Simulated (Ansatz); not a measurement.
## Electronic structure of Cl$_{2}$F$_{3}$HOW···HCl in real space

The calculation's input:

```
crystal:
  periodic: [false, false, false]
  atoms:
    - { symbol: W, position_ang: [0.242723, 0.33952, -0.376029] }
    - { symbol: Cl, position_ang: [-0.325143, -0.419893, 3.119546] }
    - { symbol: Cl, position_ang: [2.391817, 0.076922, -1.211408] }
    - { symbol: Cl, position_ang: [0.002705, 2.385429, -1.38382] }
    - { symbol: O, position_ang: [-1.366865, 0.408884, 0.436018] }
    - { symbol: H, position_ang: [-1.862143, 0.162791, 1.214661] }
    - { symbol: F, position_ang: [0.478238, -1.349484, 0.32537] }
    - { symbol: F, position_ang: [-0.437634, -0.432662, -1.891882] }
    - { symbol: F, position_ang: [1.034417, 1.168153, 1.07971] }
    - { symbol: H, position_ang: [0.469186, 0.630941, 3.055435] }
basis:
  gaussian: { orbitals: def2-SVP }
hamiltonian:
  xc: hf
relax:
  f_tol: 0.03
  max_steps: 50
output:
  orbitals: {}
```

Run with:

```sh
ansatz run input.yaml --threads 4 --pin off --max-ram 5120MiB --backend cpu --events-out ev --progress --plain --runs-dir out
```

The fields are those of the run's last geometry, not of the input's.

Core potentials replace the inner electrons of W.

Computed with RHF/def2-SVP in Ansatz.

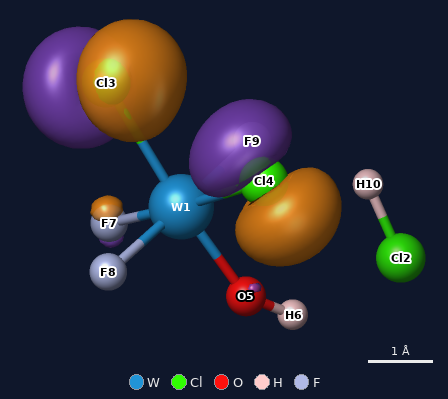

Figure 1. The HOMO at ±0.15 Å⁻³ᐟ² (orange and purple are the two phases), seen at an oblique angle.

> Where does this orbital lie, and at what energy?

Its weight (Hirshfeld) is mainly on Cl3 (about 55 %) and Cl4 (about 40 %); largely a combination of lone pairs on Cl3 and Cl4. Its energy is −12.64 eV.

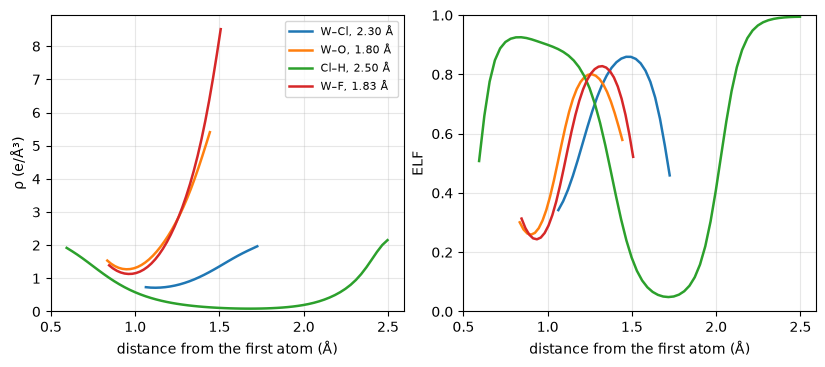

Figure 2. Electron density and ELF along straight lines between neighbouring atoms. The curves leave out the atomic cores.

> What can be read from the curves?

W–Cl (2.30 Å): ρ is about 0.72 e/Å³ halfway; the ELF peaks at about 0.85 in the valence shell of Cl, 0.8 Å from its nucleus, and is about 0.45 at the midpoint.
W–O (1.80 Å): ρ at the midpoint is about 1.3 e/Å³; the ELF peaks at about 0.80 in the valence shell of O, 0.5 Å from its nucleus, and drops to about 0.25 between the two atoms.
Cl2···H6 (2.50 Å): the density falls to about 0.09 e/Å³ on the way; the ELF dips to about 0.05 between them: a closed-shell contact with the geometry of a hydrogen bond.
W–F (1.83 Å): ρ is about 1.2 e/Å³ halfway; the ELF peaks at about 0.85 in the valence shell of F, 0.5 Å from its nucleus, and drops to about 0.25 between the two atoms.

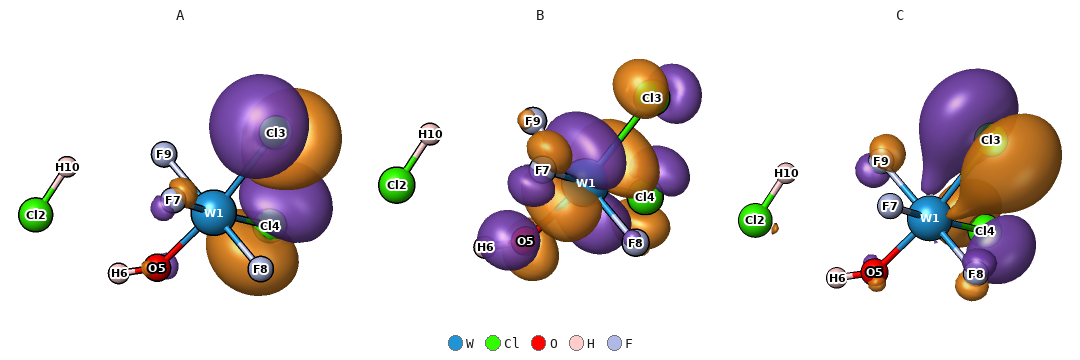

Figure 3. Three frontier orbitals at ±0.1 Å⁻³ᐟ² (orange and purple are the two phases), in no order.

> Order the three orbitals by energy and name them.

C is the HOMO−1 (−13.19 eV). It lies mainly on Cl3 (about 75 %) and Cl4 (about 15 %); largely a lone pair of Cl3. A is the HOMO (−12.64 eV). By Hirshfeld shares it lies mainly on Cl3 (about 55 %) and Cl4 (about 40 %); largely a combination of lone pairs on Cl3 and Cl4. B is the LUMO (−1.54 eV). Its weight (Hirshfeld) is mainly on W1 (about 65 %), O5 (about 10 %), Cl4 (about 10 %) and Cl3 (about 5 %).

> What is the HOMO–LUMO gap?

11.10 eV between the orbital energies.
